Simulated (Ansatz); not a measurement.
# GeSiH5Cl (SMILES [SiH3][GeH2][Cl]): B3LYP/6-31G(d) (spherical functions)

What is the electronic atomisation energy of GeSiH5Cl at B3LYP/6-31G* (spherical functions)? 

The calculation is run with Ansatz 0.2.0.

57 further runs of the same task are left out: 57 set aside as unsound or not needed.

## Step 1: The molecule

GeSiH5Cl: 8 atoms, total charge 0, spin state singlet. SMILES: `[SiH3][GeH2][Cl]`. Geometry: relaxed at PBE0-D4/def2-TZVP.

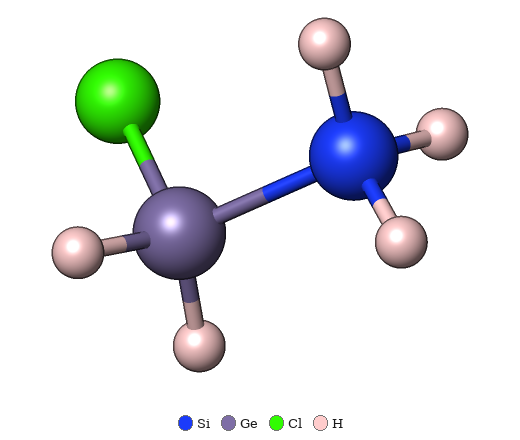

The structure, seen from a chosen angle (silicon blue, germanium purple, chlorine green, hydrogen pink).

## Step 2: A single-point energy at B3LYP/6-31G(d) (spherical functions)

run.yaml

```yaml
basis:
  gaussian: {orbitals: 6-31G_st_-spherical.json}
crystal:
  periodic: [false, false, false]
  atoms:
    - {symbol: Si, position_ang: [-0.863600, 0.827300, -0.302500]}
    - {symbol: Ge, position_ang: [0.738300, -0.882000, 0.118400]}
    - {symbol: Cl, position_ang: [1.963100, -0.183700, 1.766200]}
    - {symbol: H, position_ang: [-1.744900, 0.416200, -1.427300]}
    - {symbol: H, position_ang: [-0.149800, 2.078700, -0.658900]}
    - {symbol: H, position_ang: [-1.678500, 1.035600, 0.920200]}
    - {symbol: H, position_ang: [1.703100, -1.135200, -1.051200]}
    - {symbol: H, position_ang: [0.124600, -2.213900, 0.579200]}
hamiltonian: {xc: {name: B3LYP}}
accuracy: high
output: {orbitals: {seedname: orbitals}}
```

The basis set 6-31G* is read from a file made from the Basis Set Exchange's data (not shown).

Launch:

```console
$ ansatz run run.yaml --threads 1 --pin off --max-ram 3480MiB --events-out events.jsonl --progress --plain --runs-dir runs
```

The program printed:

```text
Warning: RAYON_NUM_THREADS=1 ignored (pool sized by the plan → 1); use --threads N
Functional definition: B3LYP
  name "B3LYP"
  parameter a0 = 0.2
  parameter ax = 0.72
  parameter ac = 0.81
  exchange = (1 - a0 - ax)*slater_x + ax*b88_x + a0*exact_x
  correlation = (1 - ac)*vwn_rpa_c + ac*lyp_c
1674 factors; integrals over basis functions are off by at most 4.3e-9 eV
mean field evaluation 1: about -76993.6269 eV, gradient 1.8e1 eV
mean field evaluation 2: about -76993.6931 eV, gradient 1.9e1 eV
mean field evaluation 4: about -76994.2666 eV, gradient 4.8e-1 eV
mean field evaluation 8: about -76994.3885 eV, gradient 5.9e-2 eV
mean field evaluation 16: about -76994.3885 eV, gradient 1.3e-6 eV
mean field -76994.38847016 eV, -2829.4915876075 hartree, gradient 5.1e-8 eV, S^2 0.000000; 0 other end points of the search recorded, 0 dependent functions left out
reference -76994.38851485 eV, -2829.4915892497 hartree; 34, 34 occupied and 44, 44 virtual orbitals, 1674 factors
Total energy: -76994.38851485 eV, -2829.4915892497 hartree
```

It took 4.2 s on 1 thread of AMD EPYC 9R45 (Zen 5), shared host; peak memory 0.29 GiB.

## Step 3: The Cl atom at the same level

run.yaml

```yaml
basis:
  gaussian:
    orbitals: 6-31G_st_-spherical.json
crystal:
  periodic: [false, false, false]
  atoms:
    - {symbol: Cl, position_ang: [0.000000, 0.000000, 0.000000]}
total_charge: 0
magnetization:
  spin_polarized: true
  initial_magnetization: 1
hamiltonian:
  xc: {name: B3LYP}
accuracy: high
```

The basis set 6-31G* is read from a file made from the Basis Set Exchange's data (not shown).

Launch:

```console
$ ansatz run run.yaml --threads 1 --pin off --max-ram 3480MiB --events-out events.jsonl --progress --plain --runs-dir runs
```

The program printed, cut to the lines that bear on the results:

```text
Warning: RAYON_NUM_THREADS=1 ignored (pool sized by the plan → 1); use --threads N
[... 7 set-up lines as earlier in the session ...]
140 factors; integrals over basis functions are off by at most 3.1e-9 eV
mean field evaluation 1: about -12520.7929 eV, gradient 3.0e0 eV
mean field evaluation 2: about -12520.8430 eV, gradient 1.0e0 eV
mean field evaluation 4: about -12520.8501 eV, gradient 3.8e-1 eV
mean field evaluation 8: about -12520.8510 eV, gradient 2.2e-4 eV
mean field evaluation 16: about -12520.8510 eV, gradient 5.1e-6 eV
mean field -12520.85099785 eV, -460.1327872334 hartree, gradient 3.0e-8 eV, S^2 0.751713; 0 other end points of the search recorded, 0 dependent functions left out
reference -12520.85102068 eV, -460.1327880722 hartree; 9, 8 occupied and 9, 10 virtual orbitals, 140 factors
Total energy: -12520.85102068 eV, -460.1327880722 hartree
```

Wall time 0.36 s (1 thread of AMD EPYC 9R45 (Zen 5), shared host).

## Step 4: The Ge atom

run.yaml

```yaml
crystal:
  periodic: [false, false, false]
  atoms:
    - {symbol: Ge, position_ang: [0.000000, 0.000000, 0.000000]}
basis:
  gaussian: {orbitals: 6-31G_st_-spherical.json}
magnetization: {spin_polarized: true, initial_magnetization: 2}
hamiltonian: {xc: {name: B3LYP}}
accuracy: high
```

The basis set 6-31G* is read from a file made from the Basis Set Exchange's data (not shown).

Run the same way, it converges to -2076.68559 Eh (log not shown).

## Step 5: The H atom

in.yaml

```yaml
crystal:
  periodic: [false, false, false]
  atoms:
    - {symbol: H, position_ang: [0.000000, 0.000000, 0.000000]}
basis:
  gaussian: {orbitals: "6-31G*"}
magnetization: {spin_polarized: true, initial_magnetization: 1}
hamiltonian: {xc: {name: B3LYP}}
accuracy: high
```

Run the same way, it converges to -0.50027 Eh (log not shown).

## Step 6: The Si atom at the same level

job.yaml

```yaml
basis:
  gaussian:
    orbitals: 6-31G_st_-spherical.json
crystal:
  periodic: [false, false, false]
  atoms:
    - {symbol: Si, position_ang: [0.000000, 0.000000, 0.000000]}
magnetization:
  spin_polarized: true
  initial_magnetization: 2
hamiltonian:
  xc: {name: B3LYP}
accuracy: high
```

The basis set 6-31G* is read from a file made from the Basis Set Exchange's data (not shown).

Run the same way, it converges to -289.36979 Eh (log not shown).

## Step 7: What came out

At B3LYP/6-31G* (spherical functions):

| quantity | value |
| --- | --- |
| molecule: total energy | -2829.49159 Eh |
| molecule: HOMO energy | -7.81 eV |
| molecule: LUMO energy | -0.79 eV |
| molecule: HOMO–LUMO gap | 7.03 eV |
| Cl atom: total energy | -460.13279 Eh |
| Cl atom: ⟨S²⟩ | 0.752 |
| Ge atom: total energy | -2076.68559 Eh |
| Ge atom: ⟨S²⟩ | 2.002 |
| H atom: total energy | -0.50027 Eh |
| H atom: ⟨S²⟩ | 0.750 |
| Si atom: total energy | -289.36979 Eh |
| Si atom: ⟨S²⟩ | 2.002 |
| electronic atomisation energy | 21.825 eV |

Taking the molecule apart into free atoms costs 21.83 eV (2106 kJ/mol), before zero-point energy and without spin-orbit coupling.
